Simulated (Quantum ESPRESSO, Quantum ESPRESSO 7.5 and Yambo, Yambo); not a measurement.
# A GW chain in Yambo: In2O3 (R-3c)

Wanted: ground state, empty states, screening and self-energy for In2O3 (R-3c).

Main program and level: Quantum ESPRESSO 7.5 and Yambo 5.3.0; LDA and many-body steps on it, plane waves.

**The experiments to reproduce.**

- Gap 3.08 eV: optical gap from linear extrapolation of the absorption edge; UV-visible absorption, Tauc-type extrapolation; powder (hydrothermally grown microspheres, annealed at 400 C) (“Fabrication and performance enhancement of an In2O3/BiVO4 heterojunction for N-butanol gas sensing applications”, 2024, pmc:11650617).

## 1. Set-up

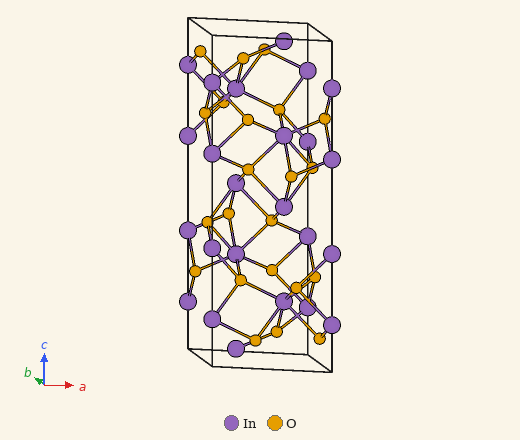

The starting structure, seen slightly off an axis (indium purple, oxygen orange). This picture shows the conventional cell, with its axes. Some periodic images of atoms are drawn too.

The cell and positions come from the Crystallography Open Database and are kept as given unless a step says otherwise. This is not the form that In2O3 usually takes at ambient conditions.

## 2. Ground state

This step: Quantum ESPRESSO 7.5; DFT, LDA, plane waves, norm-conserving pseudopotentials.

The ground-state density comes first.

The input, pw.in:

```
&control
  calculation = 'scf'
  prefix = 'x'
  outdir = 'o'
  pseudo_dir = 'pseudo'
  tprnfor = .true.
  tstress = .true.
/
&system
  ibrav = 0
  nat = 10
  ntyp = 2
  ecutwfc = 80.0
  nbnd = 69
  force_symmorphic = .true.
/
&electrons
  conv_thr = 1e-10
  electron_maxstep = 80
  mixing_beta = 0.5
/
ATOMIC_SPECIES
  In 114.82 In.upf
  O 15.999 O.upf
CELL_PARAMETERS angstrom
  2.7435000000 1.5839604635 4.8366666667
  -2.7435000000 1.5839604635 4.8366666667
  0.0000000000 -3.1679209270 4.8366666667
ATOMIC_POSITIONS crystal
  In 0.3573100000 0.3573100000 0.3573100000
  In 0.1426900000 0.1426900000 0.1426900000
  In 0.6426900000 0.6426900000 0.6426900000
  In 0.8573100000 0.8573100000 0.8573100000
  O 0.5480000000 0.9520000000 0.2500000000
  O 0.2500000000 0.5480000000 0.9520000000
  O 0.9520000000 0.2500000000 0.5480000000
  O 0.4520000000 0.0480000000 0.7500000000
  O 0.7500000000 0.4520000000 0.0480000000
  O 0.0480000000 0.7500000000 0.4520000000
K_POINTS automatic
  4 4 4 0 0 0
```

Started as:

```bash
OMP_NUM_THREADS=1 mpirun -n 8 pw.x -nk 8 -in pw.in > pw.out
```

The program printed:

```text
Program PWSCF v.7.5 starts

     This program is part of the open-source Quantum ESPRESSO suite
     for quantum simulation of materials; please cite
         "P. Giannozzi et al., J. Phys.:Condens. Matter 21 395502 (2009);
         "P. Giannozzi et al., J. Phys.:Condens. Matter 29 465901 (2017);
         "P. Giannozzi et al., J. Chem. Phys. 152 154105 (2020);
     in publications or presentations arising from this work. More details at
     Message from routine setup:
     using ibrav=0 with symmetry is DISCOURAGED, use correct ibrav instead

     G-vector sticks info

     bravais-lattice index     =            0
     lattice parameter (alat)  =      10.9260  a.u.
     unit-cell volume          =     851.0269 (a.u.)^3
     number of atoms/cell      =           10
     number of atomic types    =            2
     number of electrons       =       120.00
     number of Kohn-Sham states=           69
     kinetic-energy cutoff     =      80.0000  Ry
     charge density cutoff     =     320.0000  Ry
     scf convergence threshold =      1.0E-10
     mixing beta               =       0.5000
     number of iterations used =            8  plain     mixing
     Exchange-correlation= SLA  PW   NOGX NOGC
                           (   1   4   0   0   0   0   0)

     celldm(1)=  10.925995  celldm(2)=   0.000000  celldm(3)=   0.000000
     celldm(4)=   0.000000  celldm(5)=   0.000000  celldm(6)=   0.000000

     crystal axes: (cart. coord. in units of alat)
               a(1) = (   0.474507   0.273957   0.836535 )
               a(2) = (  -0.474507   0.273957   0.836535 )
               a(3) = (   0.000000  -0.547914   0.836535 )

     reciprocal axes: (cart. coord. in units 2 pi/alat)
               b(1) = (  1.053725  0.608368  0.398469 )
               b(2) = ( -1.053725  0.608368  0.398469 )
               b(3) = (  0.000000 -1.216737  0.398469 )
     Pseudo is Norm-conserving + core correction, Zval = 21.0
     Generated using ONCVPSP code by D. R. Hamann
     Using radial grid of 1894 points,  6 beta functions with:
     Pseudo is Norm-conserving + core correction, Zval =  6.0
     Generated using ONCVPSP code by D. R. Hamann
     Using radial grid of  926 points,  5 beta functions with:
     In               21.00   114.82000     In( 1.00)
     O                 6.00    15.99900     O ( 1.00)

      6 Sym. Ops., with inversion, found

   Cartesian axes

     site n.     atom                  positions (alat units)
         1        In     tau(   1) = (  -0.0000000  -0.0000000   0.8967068  )
         2        In     tau(   2) = (  -0.0000000  -0.0000000   0.3580955  )
         3        In     tau(   3) = (  -0.0000000   0.0000000   1.6128977  )
         4        In     tau(   4) = (   0.0000000  -0.0000000   2.1515090  )
         5        O      tau(   5) = (  -0.1917009   0.2739569   1.4639359  )
         6        O      tau(   6) = (  -0.1414032  -0.3029963   1.4639359  )
         7        O      tau(   7) = (   0.3331041   0.0290394   1.4639359  )
         8        O      tau(   8) = (   0.1917009  -0.2739569   1.0456685  )
         9        O      tau(   9) = (   0.1414032   0.3029963   1.0456685  )
        10        O      tau(  10) = (  -0.3331041  -0.0290394   1.0456685  )

     number of k points=    14
                       cart. coord. in units 2pi/alat
        k(    1) = (   0.0000000   0.0000000   0.0000000), wk =   0.0312500
        k(    2) = (   0.0000000  -0.3041841   0.0996173), wk =   0.1875000
        k(    3) = (  -0.0000000   0.6083683  -0.1992346), wk =   0.0937500
        k(    4) = (  -0.2634312  -0.1520921   0.1992346), wk =   0.1875000
        k(    5) = (  -0.2634312   0.7604603  -0.0996173), wk =   0.1875000
        k(    6) = (  -0.2634312   0.4562762   0.0000000), wk =   0.1875000
        k(    7) = (   0.5268624   0.3041841  -0.3984692), wk =   0.0937500
        k(    8) = (   0.0000000   0.0000000   0.2988519), wk =   0.0625000
        k(    9) = (  -0.0000000   0.9125524   0.0000000), wk =   0.1875000
        k(   10) = (  -0.0000000   0.6083683   0.0996173), wk =   0.1875000
        k(   11) = (   0.7902935   0.4562762  -0.2988519), wk =   0.1875000
        k(   12) = (   0.7902935   0.1520921  -0.1992346), wk =   0.1875000
        k(   13) = (  -0.0000000   0.0000000  -0.5977037), wk =   0.0312500
        k(   14) = (  -0.2634312  -0.7604603   0.0996173), wk =   0.1875000

     Dense  grid:    82163 G-vectors     FFT dimensions: (  64,  64,  64)

     Initial potential from superposition of free atoms

     starting charge     119.9884, renormalised to     120.0000
     Starting wfcs are   76 randomized atomic wfcs

     per-process dynamical memory:    98.8 Mb

     Self-consistent Calculation

     iteration #  1     ecut=    80.00 Ry     beta= 0.50

     total energy              =   -1792.23563919 Ry
     estimated scf accuracy    <       2.50863054 Ry

     iteration #  2     ecut=    80.00 Ry     beta= 0.50

     total energy              =   -1793.02304284 Ry
     estimated scf accuracy    <       0.76816102 Ry

     iteration #  3     ecut=    80.00 Ry     beta= 0.50

     total energy              =   -1793.14276650 Ry
     estimated scf accuracy    <       0.01892484 Ry

     iteration #  4     ecut=    80.00 Ry     beta= 0.50

     total energy              =   -1793.14476319 Ry
     estimated scf accuracy    <       0.00472526 Ry

     iteration #  5     ecut=    80.00 Ry     beta= 0.50

     total energy              =   -1793.14546774 Ry
     estimated scf accuracy    <       0.00003621 Ry

     iteration #  6     ecut=    80.00 Ry     beta= 0.50

     total energy              =   -1793.14546710 Ry
     estimated scf accuracy    <       0.00005184 Ry

     iteration #  7     ecut=    80.00 Ry     beta= 0.50

     total energy              =   -1793.14548152 Ry
     estimated scf accuracy    <       0.00001374 Ry

     iteration #  8     ecut=    80.00 Ry     beta= 0.50

     total energy              =   -1793.14548339 Ry
     estimated scf accuracy    <       0.00000008 Ry

     iteration #  9     ecut=    80.00 Ry     beta= 0.50

     total energy              =   -1793.14548342 Ry
     estimated scf accuracy    <       0.00000002 Ry

     iteration # 10     ecut=    80.00 Ry     beta= 0.50

     total energy              =   -1793.14548342 Ry
     estimated scf accuracy    <          3.1E-09 Ry

     iteration # 11     ecut=    80.00 Ry     beta= 0.50

     End of self-consistent calculation

          k = 0.0000 0.0000 0.0000 ( 10281 PWs)   bands (ev):

  -101.7130-101.7126-101.7126-101.7123 -60.3489 -60.3483 -60.3424 -60.3424
   -60.3174 -60.3174 -60.3172 -60.3172 -60.3132 -60.3132 -60.3126 -60.3126
    -6.6726  -5.7559  -5.7559  -5.5082  -5.5082  -5.3987  -1.5778  -1.5778
    -1.4135  -1.4135  -1.4006  -1.2761  -1.2543  -1.2543  -1.2004  -1.2004
    -1.1437  -1.1437  -1.0225  -1.0225  -1.0123  -1.0059  -0.6905  -0.6905
     0.0749   0.0749   4.9190   5.3034   6.5759   6.5759   7.3357   7.5779
     8.0254   8.0254   8.1473   9.9026   9.9026  10.2196  10.3375  10.3375
    10.4324  10.4324  10.6528  10.6528  11.9064  16.1350  16.7762  17.8639
    19.7227  19.7748  19.7748  20.0307  20.4618

          k = 0.0000-0.3042 0.0996 ( 10283 PWs)   bands (ev):

  -101.7129-101.7126-101.7126-101.7123 -60.3488 -60.3483 -60.3424 -60.3424
   -60.3174 -60.3174 -60.3171 -60.3165 -60.3135 -60.3132 -60.3129 -60.3126
    -6.4941  -5.7324  -5.7183  -5.6599  -5.5489  -5.4721  -1.5418  -1.5111
    -1.4435  -1.4195  -1.3741  -1.3066  -1.2454  -1.2244  -1.2239  -1.2202
[...]
18.3913  19.0485  20.0189  20.4457  20.8739

          k =-0.0000 0.6084-0.1992 ( 10260 PWs)   bands (ev):

  -101.7128-101.7128-101.7125-101.7125 -60.3485 -60.3485 -60.3425 -60.3425
[...]
-1.3735  -1.3735  -1.3315  -1.3315  -1.3079  -1.3079  -1.1968  -1.1968
    -1.1420  -1.1420  -1.0149  -1.0149  -1.0112  -1.0112  -0.5514  -0.5514
    -0.3397  -0.3397   5.4928   5.4928   6.3224   6.3224   7.8433   7.8433
     8.3829   8.3829   9.1760   9.1760   9.7292   9.7292   9.7771   9.7771
     9.9274   9.9274  10.6425  10.6425  15.5725  15.5725  16.4354  16.4354
    18.9676  18.9676  19.7195  19.7195  20.8519

          k =-0.2634-0.1521 0.1992 ( 10292 PWs)   bands (ev):

     [... further k-points ...]

     highest occupied, lowest unoccupied level (ev):    10.7008   11.9064

!    total energy              =   -1793.14548343 Ry
     estimated scf accuracy    <          7.2E-12 Ry

     The total energy is the sum of the following terms:
     one-electron contribution =    -943.63517769 Ry
     hartree contribution      =     517.19614156 Ry
     xc contribution           =    -273.07496114 Ry
     ewald contribution        =   -1093.63148615 Ry

     convergence has been achieved in  11 iterations

     Forces acting on atoms (cartesian axes, Ry/au):

     atom    1 type  1   force =     0.00000000   -0.00000000   -0.00401587
     atom    2 type  1   force =    -0.00000000   -0.00000000    0.00401573
     atom    3 type  1   force =    -0.00000000   -0.00000000    0.00401587
     atom    4 type  1   force =     0.00000000   -0.00000000   -0.00401573
     atom    5 type  2   force =    -0.00678068   -0.00000001    0.00000000
     atom    6 type  2   force =     0.00339034   -0.00587224    0.00000000
     atom    7 type  2   force =     0.00339033    0.00587224    0.00000000
     atom    8 type  2   force =     0.00678068    0.00000001   -0.00000000
     atom    9 type  2   force =    -0.00339034    0.00587224   -0.00000000
     atom   10 type  2   force =    -0.00339033   -0.00587224   -0.00000000

     Total force =     0.018449     Total SCF correction =     0.000014

     Computing stress (Cartesian axis) and pressure

          total   stress  (Ry/bohr**3)                   (kbar)     P=      -34.39
  -0.00022465   0.00000000   0.00000000          -33.05        0.00        0.00
  -0.00000000  -0.00022465   0.00000000           -0.00      -33.05        0.00
  -0.00000000   0.00000000  -0.00025202           -0.00        0.00      -37.07

     XML data file, charge density, pseudopotentials, collected wavefunctions

=------------------------------------------------------------------------------=
   JOB DONE.
=------------------------------------------------------------------------------=
```

Elapsed: 68 s, on 8 MPI ranks of AMD EPYC 7R43, shared host; peak memory 1.4 GiB; 9 min of CPU time.

Numbers from this step:

| Quantity | Value |
| --- | --- |
| total energy | -24396.9872 eV |
| gap | 1.206 eV |
| k of the valence top | 0, 0, 0.25 |
| k of the conduction bottom | 0, 0, 0 |
| least direct gap | 1.254 eV |
| pressure | -3.439 GPa |

The gap is indirect, with the least direct gap 0.05 eV higher.

With these pseudopotential files and this cutoff the stress is not reliable, so the pressure is no result.

(Continued in part 2 of 3.)

[Paths, hosts, dates, memory and timing lines, banners, echoed tables and standing remarks are left out of the program output.]

[Logs are printed without paths, hosts, clocks, repeated set-up lines and the standing remarks that a program may print on its own settings, such as how far it seeks lower states.]

[Runs of the session that timed out or met a known fault of the program may be left out.]

[Hosts, paths, dates, database ids (printed as entryN), source tags and the programs' standing remarks are cut or masked in the printed files.]
